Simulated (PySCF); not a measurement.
**Two runs on B$_{2}$SiH$_{2}$Cl$_{2}$F$_{2}$**

System: B$_{2}$SiH$_{2}$Cl$_{2}$F$_{2}$, SMILES FB(F)[SiH2]B(Cl)Cl.
Method of the first run: GIAO PBE0/pcSseg-1 NMR shielding, non-relativistic, IEF-PCM dimethylsulfoxide (PySCF 2.14.0).

The geometry comes from this level: PBE0-D3(BJ)/def2-SVP. Text and figures count atoms from 1; the logs count them from 0 in places.

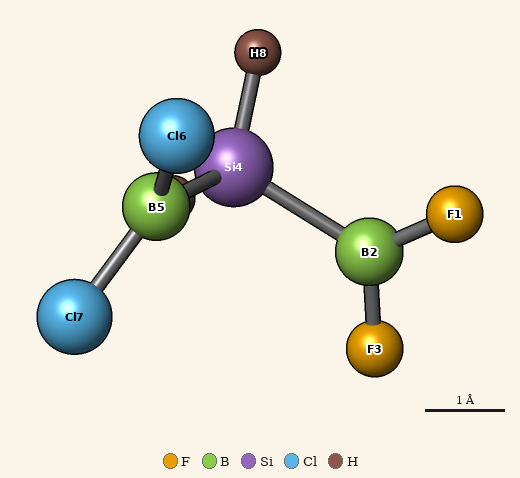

The structure (ball-and-stick view, seen at a tilt; atoms are numbered from 1 in the order of the input).

Input file, the first run:
```
{"job": {"kind": "nmr", "xc": "PBE0", "basis": "pcSseg-1", "solvent": "dimethylsulfoxide", "pop": false}, "charge": 0, "multiplicity": 1}
F     -2.121922     1.013794    -0.839904
B     -1.450355    -0.039539    -0.417992
F     -1.771636    -1.200684    -0.955582
Si     0.066387     0.125223     0.928635
B      1.715513     0.399456    -0.208869
Cl     2.211244     2.008496    -0.677139
Cl     2.605757    -0.969284    -0.832339
H     -0.167300     1.299123     1.822729
H      0.176687    -1.131111     1.729720
```

The first line tells a small driver script what to run in PySCF; the rest is the geometry in Å.

Launched with:
```bash
OMP_NUM_THREADS=1 python <driver script> task.json out
```

Hardware: 1 CPU thread, shared host.

Output (the first run):
```
coarse grid: 10456 points
cycle   1  E = -1459.8078791347  dE =  6.606e-01  |g| = 6.188e-01  |ddm| = 2.782e+00
cycle   2  E = -1459.7431886040  dE =  6.469e-02  |g| = 9.103e-01  |ddm| = 8.500e-01
cycle   3  E = -1459.8755919312  dE = -1.324e-01  |g| = 2.287e-02  |ddm| = 5.045e-01
cycle   4  E = -1459.8756874964  dE = -9.557e-05  |g| = 1.276e-02  |ddm| = 3.822e-02
cycle   5  E = -1459.8757173129  dE = -2.982e-05  |g| = 2.414e-03  |ddm| = 1.425e-02
cycle   6  E = -1459.8757181742  dE = -8.613e-07  |g| = 1.203e-03  |ddm| = 3.497e-03
final grid: 91792 points
cycle   7  E = -1459.9206495843  dE = -5.396e-05  |g| = 4.015e-03  |ddm| = 1.504e-02
cycle   8  E = -1459.9206500654  dE = -4.811e-07  |g| = 2.925e-03  |ddm| = 4.765e-03
cycle   9  E = -1459.9206511068  dE = -1.041e-06  |g| = 9.121e-04  |ddm| = 2.338e-03
cycle  10  E = -1459.9206512263  dE = -1.195e-07  |g| = 1.091e-04  |ddm| = 4.722e-04
cycle  11  E = -1459.9206512289  dE = -2.647e-09  |g| = 2.459e-05  |ddm| = 1.350e-04
cycle  12  E = -1459.9206512290  dE = -1.135e-10  |g| = 1.054e-05  |ddm| = 2.554e-05
converged SCF energy = -1459.9206512290

GIAO shielding tensors (ppm)
atom      isotropic    diamagn.    paramagn.     s11        s22        s33       span
  0 F      193.167     468.384    -275.217    -27.273    271.623    335.150    362.423
  1 B       69.523     195.898    -126.374     42.690     81.686     84.194     41.504
  2 F      193.122     468.863    -275.741    -27.481    271.542    335.305    362.787
  3 Si     451.851     879.723    -427.873    420.780    463.747    471.026     50.246
  4 B       22.434     195.224    -172.790    -46.811     23.365     90.749    137.560
  5 Cl     552.728    1147.594    -594.866    154.657    629.223    874.303    719.646
  6 Cl     554.829    1147.827    -592.998    157.579    630.385    876.523    718.943
  7 H       27.596      27.894      -0.298     24.419     25.779     32.589      8.170
  8 H       27.577      27.905      -0.328     24.417     25.769     32.545      8.128
```

The input of the second run differs as follows (lines with − go, lines with + come):
```diff
-"solvent": "dimethylsulfoxide"
-"pop": false
+"solvent": "acetone"
+"pop": true
```

Predict how the results change.

The total energy of the second run is 0.10 kcal/mol higher: the change of the electrostatic solvation energy at this fixed geometry, without cavity or dispersion terms. Of all shieldings, the largest change is that of Cl6 and Cl7, by −0.8 ppm. The number of SCF iterations is the same.

Output (the second run):
```
coarse grid: 10456 points
cycle   1  E = -1459.8075480467  dE =  6.610e-01  |g| = 6.193e-01  |ddm| = 2.782e+00
cycle   2  E = -1459.7421950731  dE =  6.535e-02  |g| = 9.126e-01  |ddm| = 8.526e-01
cycle   3  E = -1459.8754323349  dE = -1.332e-01  |g| = 2.284e-02  |ddm| = 5.068e-01
cycle   4  E = -1459.8755288052  dE = -9.647e-05  |g| = 1.258e-02  |ddm| = 3.817e-02
cycle   5  E = -1459.8755580785  dE = -2.927e-05  |g| = 2.285e-03  |ddm| = 1.417e-02
cycle   6  E = -1459.8755588127  dE = -7.342e-07  |g| = 1.129e-03  |ddm| = 3.326e-03
final grid: 91792 points
cycle   7  E = -1459.9204904536  dE = -5.397e-05  |g| = 4.025e-03  |ddm| = 1.504e-02
cycle   8  E = -1459.9204909360  dE = -4.824e-07  |g| = 2.944e-03  |ddm| = 4.784e-03
cycle   9  E = -1459.9204919923  dE = -1.056e-06  |g| = 9.198e-04  |ddm| = 2.329e-03
cycle  10  E = -1459.9204921115  dE = -1.192e-07  |g| = 1.102e-04  |ddm| = 4.664e-04
cycle  11  E = -1459.9204921142  dE = -2.692e-09  |g| = 2.520e-05  |ddm| = 1.370e-04
cycle  12  E = -1459.9204921143  dE = -1.169e-10  |g| = 1.122e-05  |ddm| = 2.580e-05
converged SCF energy = -1459.9204921143

GIAO shielding tensors (ppm)
atom      isotropic    diamagn.    paramagn.     s11        s22        s33       span
  0 F      192.803     468.368    -275.565    -27.886    271.231    335.065    362.951
  1 B       69.526     195.907    -126.381     42.759     81.674     84.145     41.386
  2 F      192.755     468.848    -276.093    -28.102    271.148    335.217    363.319
  3 Si     451.948     879.731    -427.782    420.851    463.812    471.183     50.332
  4 B       22.440     195.227    -172.787    -46.726     23.289     90.758    137.484
  5 Cl     551.905    1147.589    -595.685    153.403    628.111    874.199    720.797
  6 Cl     553.993    1147.823    -593.830    156.308    629.253    876.417    720.109
  7 H       27.597      27.895      -0.298     24.420     25.780     32.591      8.171
  8 H       27.579      27.907      -0.328     24.418     25.770     32.547      8.129
```

The two runs side by side:

| quantity | the first run | the second run |
| --- | --- | --- |
| outcome | converged | converged |
| total energy (hartree) | −1459.920651 | −1459.920492 |
| HOMO (eV) | −8.36 | −8.36 |
| LUMO (eV) | −2.29 | −2.30 |
| dipole moment (D) | 1.33 | 1.32 |
| shielding of F1 (ppm) | 193.2 | 192.8 |
| shielding of B2 (ppm) | 69.5 | 69.5 |
| shielding of F3 (ppm) | 193.1 | 192.8 |
| shielding of Si4 (ppm) | 451.9 | 451.9 |
| shielding of B5 (ppm) | 22.4 | 22.4 |
| shielding of Cl6 (ppm) | 552.7 | 551.9 |
| shielding of Cl7 (ppm) | 554.8 | 554.0 |
| SCF iterations | 12 | 12 |
| basis functions | 150 | 150 |
| wall time (shared host) | 11 s | 13 s |
